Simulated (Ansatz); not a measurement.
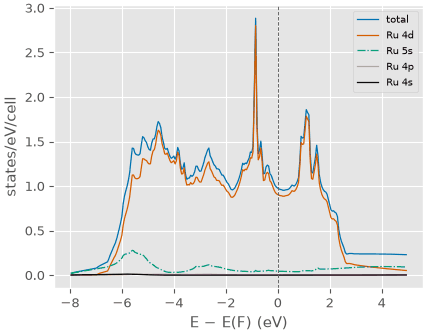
Total and projected density of states of Ru (body-centred tetragonal, I4/mmm), plane-wave PAW r²SCAN (Ansatz code)

Q: Which orbitals carry the states next to the Fermi level?

A: Within 0.5 eV of the Fermi level: Ru 4d 93 %. Projections are on Löwdin-orthogonalised atomic valence shells; empty p or d shells of many metals are not among them.

Q: Where is the tallest occupied peak in this window, and what makes it?

A: Near -0.8 eV, about 2.9 states/eV per cell; the largest projected share is Ru 4d.

The start of the workflow was typed in or built on a structure type; neither database checked (COD, Materials Project) lists it. It is not the phase usual at ambient conditions (space group No. 194). Symmetry was held in the r²SCAN relaxation; its stability against distortions is not shown here. The final state is ferromagnetic, chosen from 4 collinear starts compared on coarse meshes (ties went to the first, and starts can fall back to one state), not a proven ground state. Other orbital occupations within this spin state were not tried. Scalar-relativistic: spin–orbit coupling is off unless named, which matters more the heavier the elements.

Potentials: the later of the program's two PAW sets.
